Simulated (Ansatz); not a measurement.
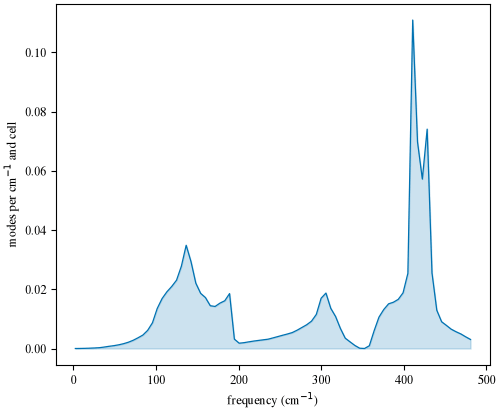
*Phonon density of states of AlP in the zinc blende structure; finite displacements on a 6×6×6 mesh, Ansatz (a program for electronic structure), PBEsol functional, plane-wave PAW, k mesh 6×6×6*

Dynamical quadrupoles are not included in the interpolation of the phonons between the solved wave vectors.

Problem. Where is the tallest peak, and is there a gap in the spectrum?

Solution. The tallest peak lies near 410 cm⁻¹. No clear gap shows at this resolution.

The PAW data sets were generated under PBE and serve the other functionals too.
